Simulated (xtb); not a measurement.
**Frequency calculation, with input and output: Si₂H₄Br**

System: Si₂H₄Br, multiplicity 2.
Method: GFN1-xTB, ALPB solvent octanol (xtb 6.7.1 later snapshot).

The geometry was optimised with GFN1-xTB/ALPB(octanol).

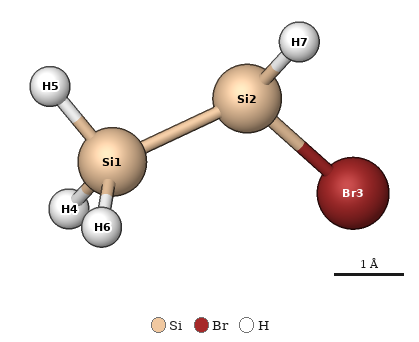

**Figure 1.** The input geometry (ball-and-stick view, seen at a tilt; atoms are numbered from 1 in the order of the input). Bond lengths as drawn: Br–Si 2.25 Å, H–Si 1.46 to 1.47 Å and Si–Si 2.30 Å.

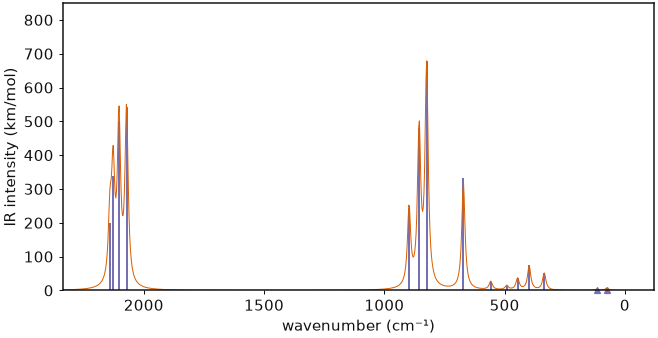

**Figure 2.** Harmonic infrared spectrum, unscaled: sticks (degenerate modes added up, dark ones marked on the axis) with a Lorentzian envelope of 16 cm⁻¹ full width, scaled to the tallest stick. 15 modes from 74 to 2141 cm⁻¹, none imaginary. The strongest line is at 824 cm⁻¹ (679 km/mol). All modes, in cm⁻¹ (km/mol): 74 (7.4), 117 (3.4), 335 (53), 398 (75), 446 (36), 491 (13.2), 557 (26), 671 (332), 824 (679), 855 (481), 897 (243), 2072 (542), 2103 (502), 2127 (338), 2141 (198).

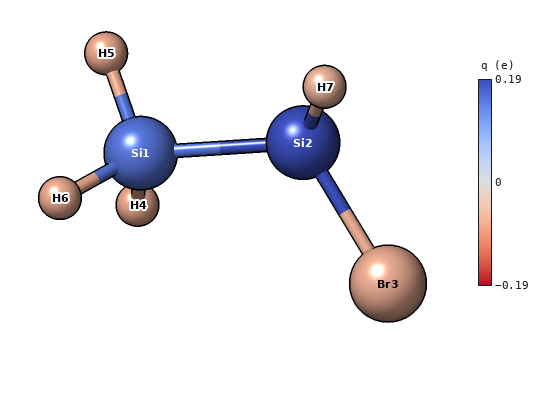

**Figure 3.** Mulliken charges, as the colour of each atom (ball-and-stick view, seen at a tilt; atoms are numbered from 1 in the order of the input). By element: Si +0.15 to +0.18, Br −0.06 and H −0.07 to −0.06 e.

The input that produced these results follows, with the program's output.

## Input file (input.xyz)
```
7

Si    -0.826266     0.486162    -0.269204
Si     1.223677    -0.525402    -0.039401
Br     1.340899    -2.412251     1.177462
H     -1.727921    -0.485154    -0.894156
H     -0.685487     1.561132    -1.251291
H     -1.643830     1.072599     0.796930
H      2.318918     0.302904     0.479660
```

Run as:
```bash
xtb input.xyz --hess -c 0 --uhf 1 --alpb octanol --gfn 1 > xtb.out
```

## Output
```
* xtb version 6.7.1
   ID    Z sym.   atoms
    1   14 Si     1, 2
    2   35 Br     3
    3    1 H      4-7

           -------------------------------------------------
          |                Calculation Setup                |
           -------------------------------------------------

          program call               : xtb input.xyz --hess -c 0 --uhf 1 --alpb octanol --gfn 1
          coordinate file            : input.xyz
          omp threads                :                     1

           -------------------------------------------------
          |                 G F N 1 - x T B                 |
           -------------------------------------------------

      * Hamiltonian:
        H0-scaling (s, p, d)           1.850000    2.250000    2.000000
        zeta-weighting                 0.000000
      * Dispersion:
        s8                             2.400000
        a1                             0.630000
        a2                             5.000000
        s9                             0.000000
      * Repulsion:
        kExp                           1.500000
        rExp                           1.000000
      * Coulomb:
        alpha                          2.000000
        third order                    atomic
        anisotropic                    false
      * Halogen bond correction:
        rad-scale                      1.300000
        damping                        0.440000

      * Solvation model:               ALPB
        Solvent                        octanol
        Parameter file                 internal GFN1-xTB/ALPB
        Dielectric constant                9.8629E+00
        Reference state                gsolv [1 M gas/solution]
        Free energy shift                  3.1830E-03 Eh       1.9974E+00 kcal/mol
        Temperature                        2.9815E+02 K
        Density                            8.3000E-01 kg/L
        Solvent mass                       1.3023E+02 g/mol
        Interaction kernel             P16
        Born radius scaling (c1)           1.8901E+00
        Born radii integrator          GBOBC
        Born offset                        0.0000E+00 a0       0.0000E+00 AA
        H-bond correction              true
        Ion screening                  false
        Surface tension                    1.0000E-05 Eh       1.5569E+01 dyn/cm
        Grid points                               230 per atom

          ...................................................
          :                      SETUP                      :
          :.................................................:
          :  # basis functions                  38          :
          :  # atomic orbitals                  35          :
          :  # shells                           17          :
          :  # electrons                        19          :
          :  # halogen bonds                     0          :
          :  max. iterations                   250          :
          :  Hamiltonian                  GFN1-xTB          :
          :  restarted?                      false          :
          :  GBSA solvation                   true          :
          :  PC potential                    false          :
          :  electronic temp.          300.0000000     K    :
          :  accuracy                    1.0000000          :
          :  -> integral cutoff          0.2500000E+02      :
          :  -> integral neglect         0.1000000E-07      :
          :  -> SCF convergence          0.1000000E-05 Eh   :
          :  -> wf. convergence          0.2000000E-04 e    :
          :  Broyden damping             0.4000000          :
          :  net charge                          0          :
          :  unpaired electrons                  1          :
          ...................................................

 iter      E             dE          RMSdq      gap      omega  full diag
   1     -9.5811690 -0.958117E+01  0.616E+00    2.12       0.0  T
   2     -9.6879181 -0.106749E+00  0.374E+00    1.74       1.0  T
   3     -9.7898476 -0.101929E+00  0.189E+00    2.02       1.0  T
   4     -9.7875743  0.227329E-02  0.502E-01    2.01       1.0  T
   5     -9.7899179 -0.234367E-02  0.197E-01    2.00       1.0  T
   6     -9.7903376 -0.419630E-03  0.263E-02    2.01       1.4  T
   7     -9.7903426 -0.504614E-05  0.110E-02    2.01       3.4  T
   8     -9.7903427 -0.865426E-07  0.215E-03    2.01      17.6  T
   9     -9.7903428 -0.502558E-07  0.949E-04    2.01      39.8  T
  10     -9.7903428 -0.765750E-08  0.110E-04    2.01     344.1  T
  11     -9.7903428 -0.709974E-10  0.402E-05    2.01     941.2  T

   *** convergence criteria satisfied after 11 iterations ***

         #    Occupation            Energy/Eh            Energy/eV
      -------------------------------------------------------------
         1        2.0000           -0.7217842             -19.6407
       ...           ...                  ...                  ...
         4        2.0000           -0.4790981             -13.0369
         5        2.0000           -0.4710104             -12.8168
         6        2.0000           -0.4707447             -12.8096
         7        2.0000           -0.4656383             -12.6707
         8        2.0000           -0.4638547             -12.6221
         9        2.0000           -0.4271550             -11.6235
        10        1.0000           -0.3312192              -9.0129 (HOMO)
        11                         -0.2572737              -7.0008 (LUMO)
        12                         -0.2247381              -6.1154
        13                         -0.2060091              -5.6058
        14                         -0.1825346              -4.9670
        15                         -0.1684650              -4.5842
       ...                                ...                  ...
        35                          1.7226277              46.8751
      -------------------------------------------------------------
                  HL-Gap            0.0739455 Eh            2.0122 eV
             Fermi-level           -0.3367168 Eh           -9.1625 eV

 SCC (total)                   0 d,  0 h,  0 min,  0.007 sec
 SCC setup                      ...        0 min,  0.000 sec (  2.691%)
 Dispersion                     ...        0 min,  0.000 sec (  0.322%)
 classical contributions        ...        0 min,  0.000 sec (  0.103%)
 integral evaluation            ...        0 min,  0.002 sec ( 22.232%)
 iterations                     ...        0 min,  0.003 sec ( 39.433%)
 molecular gradient             ...        0 min,  0.002 sec ( 33.427%)
 printout                       ...        0 min,  0.000 sec (  1.583%)

         :::::::::::::::::::::::::::::::::::::::::::::::::::::
         ::                     SUMMARY                     ::
         :::::::::::::::::::::::::::::::::::::::::::::::::::::
         :: total energy              -9.731367919176 Eh    ::
         :: w/o Gsasa/hb/shift        -9.726476747176 Eh    ::
         :: gradient norm              0.000071681640 Eh/a0 ::
         :: HOMO-LUMO gap              2.012158184496 eV    ::
         ::.................................................::
         :: SCC energy                -9.790342761588 Eh    ::
         :: -> electrostatic           0.004726827417 Eh    ::
         :: -> Gsolv                  -0.004937559019 Eh    ::
         ::    -> Gelec               -0.000046387019 Eh    ::
         ::    -> Gsasa               -0.008055239652 Eh    ::
         ::    -> Ghb                 -0.000018939891 Eh    ::
         ::    -> Gshift               0.003183007543 Eh    ::
         :: repulsion energy           0.061569694356 Eh    ::
         :: dispersion energy         -0.002594851943 Eh    ::
         :: halogen bond corr.         0.000000000000 Eh    ::
         :: add. restraining           0.000000000000 Eh    ::
         :: total charge              -0.000000000000 e     ::
         :::::::::::::::::::::::::::::::::::::::::::::::::::::

           -------------------------------------------------
          |                Numerical Hessian                |
           -------------------------------------------------
step length          :   0.00500
SCC accuracy         :   0.30000
Hessian scale factor :   1.00000
frozen atoms in %    :   0.00000    0
RMS gradient         :   0.00007
estimated CPU  time      0.00 min

writing file <hessian>, containing the non-mass-weighted Hessian matrix in atomic units (Eₕ/Bohr²).

 projected vibrational frequencies (cm⁻¹)
eigval :       -0.00    -0.00    -0.00    -0.00     0.00     0.00
eigval :       74.28   116.76   335.09   397.83   445.91   490.94
eigval :      557.43   671.30   824.16   855.33   897.12  2071.58
eigval :     2103.19  2127.48  2140.65
           -------------------------------------------------
          |                Property Printout                |
           -------------------------------------------------

    * Orbital Energies and Occupations

         #    Occupation            Energy/Eh            Energy/eV
      -------------------------------------------------------------
         1        2.0000           -0.7217838             -19.6407
         2        2.0000           -0.6412489             -17.4493
         3        2.0000           -0.5857057             -15.9379
         4        2.0000           -0.4790980             -13.0369
         5        2.0000           -0.4710103             -12.8168
         6        2.0000           -0.4707447             -12.8096
         7        2.0000           -0.4656379             -12.6707
         8        2.0000           -0.4638544             -12.6221
         9        2.0000           -0.4271550             -11.6235
        10        1.0000           -0.3312194              -9.0129 (HOMO)
        11                         -0.2572739              -7.0008 (LUMO)
        12                         -0.2247383              -6.1154
        13                         -0.2060092              -5.6058
        14                         -0.1825347              -4.9670
        15                         -0.1684650              -4.5842
        16                         -0.1233247              -3.3558
        17                         -0.1199947              -3.2652
        18                         -0.1122357              -3.0541
        19                         -0.1069079              -2.9091
        20                         -0.0985013              -2.6804
        21                         -0.0703301              -1.9138
       ...                                ...                  ...
        35                          1.7226276              46.8751
      -------------------------------------------------------------
                  HL-Gap            0.0739455 Eh            2.0122 eV
             Fermi-level           -0.3367169 Eh           -9.1625 eV

  Mulliken/CM5 charges         n(s)   n(p)   n(d)
     1      0.14738 -0.10548   1.309  2.038  0.506
     2      0.18396  0.04162   1.418  1.834  0.564
     3     -0.06417 -0.00868   1.912  5.136  0.016
     4     -0.07243  0.01269   1.072  0.000  0.000
     5     -0.07062  0.01494   1.071  0.000  0.000
     6     -0.06743  0.01668   1.067  0.000  0.000
     7     -0.05670  0.02823   1.057  0.000  0.000

Wiberg/Mayer (AO) data.
largest (>0.10) Wiberg bond orders for each atom

 ---------------------------------------------------------------------------
     #   Z sym  total        # sym  WBO       # sym  WBO       # sym  WBO
 ---------------------------------------------------------------------------
     1  14      4.105 --     2      1.218     6      0.913     5      0.911
                             4      0.909
     2  14      3.728 --     3      1.456     1      1.218     7      0.908
     3  35      1.572 --     2      1.456
     4   1      0.988 --     1      0.909
     5   1      0.988 --     1      0.911
     6   1      0.989 --     1      0.913
     7   1      1.000 --     2      0.908
Molecule has no symmetry elements
It seems to be the C1 point group
 ---------------------------------------------------------------------------

Topologies differ in total number of bonds
Writing topology from bond orders to xtbtopo.mol

 dipole moment from electron density (au)
     X       Y       Z
   0.3902   0.3216  -0.2249  total (Debye):    1.407

           -------------------------------------------------
          |               Frequency Printout                |
           -------------------------------------------------
 projected vibrational frequencies (cm⁻¹)
eigval :       -0.00    -0.00    -0.00    -0.00     0.00     0.00
eigval :       74.28   116.76   335.09   397.83   445.91   490.94
eigval :      557.43   671.30   824.16   855.33   897.12  2071.58
eigval :     2103.19  2127.48  2140.65
 reduced masses (amu)
    1:      3.62    2:     10.86    3:     12.57    4:     32.28    5:     20.36    6:      6.55
    7:      4.65    8:      1.17    9:      1.15   10:      2.55   11:      1.37   12:      1.49
   13:      7.78   14:      1.09   15:      1.08   16:      1.05   17:      1.03   18:      1.04
   19:      1.04   20:      1.04   21:      1.03
 IR intensities (km·mol⁻¹)
    1:      1.86    2:      0.22    3:      0.02    4:      0.02    5:      0.02    6:      0.04
    7:      7.39    8:      3.44    9:     53.06   10:     74.81   11:     35.84   12:     13.25
   13:     26.03   14:    331.71   15:    679.07   16:    481.35   17:    243.19   18:    542.06
   19:    502.46   20:    337.70   21:    198.44
 Raman intensities (Ä⁴*amu⁻¹)
    1:      0.00    2:      0.00    3:      0.00    4:      0.00    5:      0.00    6:      0.00
    7:      0.00    8:      0.00    9:      0.00   10:      0.00   11:      0.00   12:      0.00
   13:      0.00   14:      0.00   15:      0.00   16:      0.00   17:      0.00   18:      0.00
   19:      0.00   20:      0.00   21:      0.00
 output can be read by thermo (or use thermo option).
 writing <g98.out> molden fake output.
 recommended (thermochemical) frequency scaling factor: 1.0
           -------------------------------------------------
          |             Thermodynamic Functions             |
           -------------------------------------------------

c1  symmetry found (for desy threshold:  0.10E+00) used in thermo

          ...................................................
          :                      SETUP                      :
          :.................................................:
          :  # frequencies                          15      :
          :  # imaginary freq.                       0      :
          :  linear?                             false      :
          :  only rotor calc.                    false      :
          :  symmetry                               c1      :
          :  rotational number                       1      :
          :  scaling factor                  1.0000000      :
          :  rotor cutoff                   50.0000000 cm⁻¹ :
          :  imag. cutoff                  -20.0000000 cm⁻¹ :
          :.................................................:

    mode    ω/cm⁻¹     T·S(HO)/kcal·mol⁻¹    T·S(FR)/kcal·mol⁻¹   T·S(vib)
   ------------------------------------------------------------------------
       1     74.28    -1.20355 ( 82.96%)    -0.93906 ( 17.04%)    -1.15849
       2    116.76    -0.94013 ( 96.75%)    -0.80514 (  3.25%)    -0.93574
   ------------------------------------------------------------------------

   temp. (K)  partition function   enthalpy   heat capacity  entropy
                                   cal/mol     cal/K/mol   cal/K/mol   J/K/mol
 298.15  VIB   16.5                 1993.704     13.144     12.091
         ROT  0.186E+06              888.727      2.981     27.091
         INT  0.306E+07             2882.431     16.125     39.182
         TR   0.507E+26             1481.212      4.968     40.723
         TOT                        4363.6437    21.0932    79.9052   334.3233

       T/K    H(0)-H(T)+PV         H(T)/Eh          T*S/Eh         G(T)/Eh
   ------------------------------------------------------------------------
    298.15    0.695391E-02    0.390967E-01    0.379655E-01    0.113118E-02
   ------------------------------------------------------------------------

         :::::::::::::::::::::::::::::::::::::::::::::::::::::
         ::                  THERMODYNAMIC                  ::
         :::::::::::::::::::::::::::::::::::::::::::::::::::::
         :: total free energy          -9.730236739694 Eh   ::
         ::.................................................::
         :: total energy               -9.731367921721 Eh   ::
         :: zero point energy           0.032142804817 Eh   ::
         :: G(RRHO) w/o ZPVE           -0.031011622790 Eh   ::
         :: G(RRHO) contrib.            0.001131182028 Eh   ::
         :::::::::::::::::::::::::::::::::::::::::::::::::::::

           -------------------------------------------------
          | TOTAL ENERGY               -9.731367921721 Eh   |
          | TOTAL ENTHALPY             -9.692271208029 Eh   |
          | TOTAL FREE ENERGY          -9.730236739694 Eh   |
          | GRADIENT NORM               0.000071703662 Eh/α |
          | HOMO-LUMO GAP               2.012160056120 eV   |
           -------------------------------------------------

------------------------------------------------------------------------
------------------------------------------------------------------------
 total:
 *  cpu-time:     0 d,  0 h,  0 min,  0.241 sec
 * ratio c/w:     1.000 speedup
 SCF:
 *  cpu-time:     0 d,  0 h,  0 min,  0.007 sec
 * ratio c/w:     1.000 speedup
 analytical hessian:
 *  cpu-time:     0 d,  0 h,  0 min,  0.228 sec
 * ratio c/w:     1.000 speedup
```

## Summary

- outcome: converged
- electrons treated: 19
- total energy: −9.731368 hartree
- dispersion energy: −0.002595 hartree
- solvation energy: −0.004938 hartree
- basis functions: 38
- zero-point energy: 0.032143 hartree
- dipole moment: 1.41 D
- wavenumbers, lowest and highest: 74 and 2141 cm⁻¹
- hardware: 1 thread of Arm Neoverse V1, 24 GiB of memory available, shared host
- peak memory: 0.072 GiB
